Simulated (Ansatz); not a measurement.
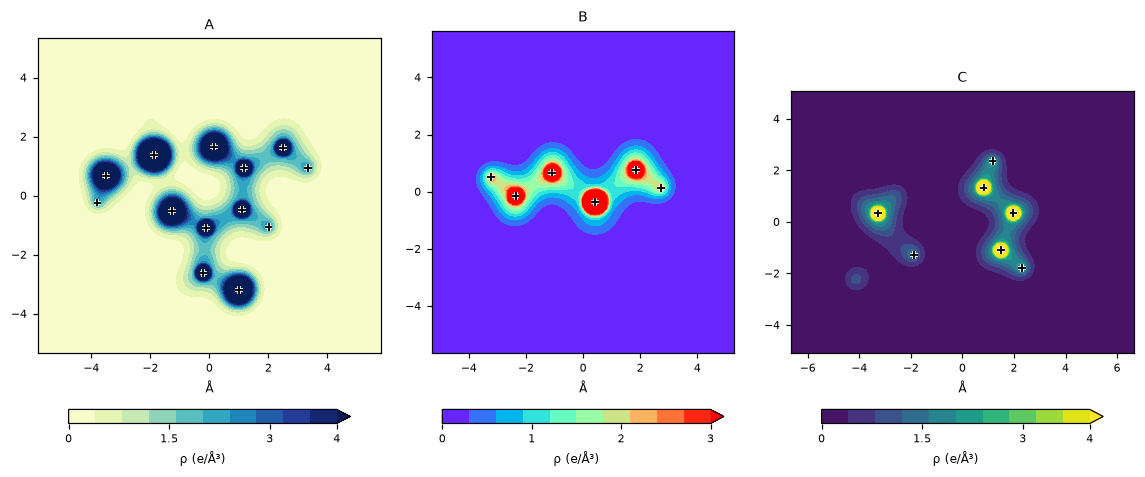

The electron density of 3 systems, each on a plane through atoms (crosses mark nuclei in the plane).

All numbers below come from RKS PBE0-D4/def2-TZVPP in Ansatz 0.2.0.

System 1: C$_{8}$H$_{18}$F$_{2}$Sn (SMILES CC(C)[CH2][Sn]([F])([F])[CH2]C(C)C), the plane of atoms C2, C4 and H19. Geometry: PBE0-D4/def2-TZVP; core potentials replace the inner electrons of Sn.

```xyz
29

C    -1.1604    1.4224   -1.4684
C     0.1096    2.2502   -1.3310
C     0.5923    2.7275   -2.6950
C     1.2158    1.4703   -0.6256
Sn    0.6831    0.8467    1.3431
F    -0.1774    2.3859    2.1262
F     2.3313    0.7417    2.3361
C    -0.4967   -0.8325    1.9192
C    -0.4687   -1.9900    0.9254
C     0.9444   -2.5149    0.7169
C    -1.3943   -3.1065    1.3926
H    -1.9337    1.9723   -2.0092
H    -0.9646    0.4956   -2.0177
H    -1.5837    1.1546   -0.4940
H    -0.1256    3.1320   -0.7242
H     0.8313    1.8766   -3.3408
H    -0.1743    3.3237   -3.1968
H     1.4912    3.3417   -2.6048
H     2.1214    2.0702   -0.5042
H     1.4907    0.5785   -1.1985
H    -0.1128   -1.1451    2.8954
H    -1.5107   -0.4533    2.0717
H    -0.8452   -1.6284   -0.0407
H     0.9553   -3.3529    0.0164
H     1.3726   -2.8605    1.6623
H     1.6182   -1.7491    0.3172
H    -2.4179   -2.7468    1.5206
H    -1.4126   -3.9306    0.6746
H    -1.0577   -3.5072    2.3537
```

System 2: C$_{5}$H$_{6}$ClF$_{3}$O$_{4}$Ti, the plane of atoms C1, C2 and O14. Geometry: PBE0-D4/def2-TZVP.

| atom | x (Å) | y (Å) | z (Å) |
| --- | --- | --- | --- |
| C | -1.8702 | -1.2679 | 1.8538 |
| C | -0.8981 | -0.6383 | 0.9134 |
| C | -1.2498 | 0.5170 | 0.1882 |
| C | -0.3450 | 1.0771 | -0.6779 |
| C | -0.7379 | 2.3059 | -1.5038 |
| F | -1.9771 | 2.7197 | -1.2392 |
| F | -0.6678 | 2.0224 | -2.8042 |
| F | 0.0949 | 3.3141 | -1.2543 |
| O | 0.8398 | 0.6899 | -0.9051 |
| Ti | 2.0145 | -0.7519 | -0.1295 |
| O | 2.1165 | -2.5147 | -0.4226 |
| O | 3.1894 | -0.2076 | -1.3491 |
| Cl | 2.9183 | -0.1484 | 1.8054 |
| O | 0.2268 | -1.1849 | 0.8029 |
| H | -2.8307 | -0.7565 | 1.8619 |
| H | -2.0125 | -2.3150 | 1.5774 |
| H | -1.4410 | -1.2567 | 2.8589 |
| H | -2.2308 | 0.9504 | 0.2995 |
| H | 1.5756 | -3.1318 | 0.0780 |
| H | 3.1931 | 0.5866 | -1.8875 |

System 3: C$_{6}$H$_{15}$Cl$_{3}$GaP (SMILES CC[P+](CC)(CC)[Ga-]([Cl])([Cl])[Cl]), the plane of atoms C1, C2 and P3. Geometry: PBE0-D4/def2-TZVP.

```yaml
atoms:
  - { symbol: C, position_ang: [1.4426, 2.3218, 0.5930] }
  - { symbol: C, position_ang: [0.6757, 1.1769, 1.2404] }
  - { symbol: P, position_ang: [-0.0380, 0.0220, 0.0316] }
  - { symbol: C, position_ang: [-1.2630, 0.9474, -0.9416] }
  - { symbol: C, position_ang: [-1.9681, 0.0910, -1.9846] }
  - { symbol: C, position_ang: [-0.9401, -1.2491, 0.9670] }
  - { symbol: C, position_ang: [-0.0361, -2.0911, 1.8570] }
  - { symbol: Ga, position_ang: [1.6469, -0.9435, -1.3648] }
  - { symbol: Cl, position_ang: [1.8646, 0.4833, -2.9934] }
  - { symbol: Cl, position_ang: [0.8059, -2.8602, -1.9599] }
  - { symbol: Cl, position_ang: [3.3857, -1.0925, -0.0649] }
  - { symbol: H, position_ang: [0.7944, 2.9558, -0.0144] }
  - { symbol: H, position_ang: [1.8924, 2.9499, 1.3638] }
  - { symbol: H, position_ang: [2.2459, 1.9492, -0.0451] }
  - { symbol: H, position_ang: [1.3486, 0.5804, 1.8625] }
  - { symbol: H, position_ang: [-0.1317, 1.5433, 1.8834] }
  - { symbol: H, position_ang: [-0.7089, 1.7527, -1.4316] }
  - { symbol: H, position_ang: [-1.9747, 1.4090, -0.2489] }
  - { symbol: H, position_ang: [-1.2530, -0.3633, -2.6727] }
  - { symbol: H, position_ang: [-2.5538, -0.7089, -1.5284] }
  - { symbol: H, position_ang: [-2.6505, 0.7079, -2.5716] }
  - { symbol: H, position_ang: [-1.7296, -0.7557, 1.5438] }
  - { symbol: H, position_ang: [-1.4242, -1.8831, 0.2192] }
  - { symbol: H, position_ang: [-0.6215, -2.8681, 2.3513] }
  - { symbol: H, position_ang: [0.7463, -2.5817, 1.2752] }
  - { symbol: H, position_ang: [0.4441, -1.4935, 2.6337] }
```

Q: Which map belongs to which system?

A: Panel A is system 2, C$_{5}$H$_{6}$ClF$_{3}$O$_{4}$Ti: the plane holds C, F, O, Ti and H. C–O (1.26 Å): ρ is about 3 e/Å³ halfway. Panel B is system 3, C$_{6}$H$_{15}$Cl$_{3}$GaP: the plane holds C, P and H. C–C (1.52 Å): ρ at the midpoint is about 1.6 e/Å³. Panel C is system 1, C$_{8}$H$_{18}$F$_{2}$Sn: the plane holds C and H. C–C (1.52 Å): the density is about 1.7 e/Å³ at the midpoint.
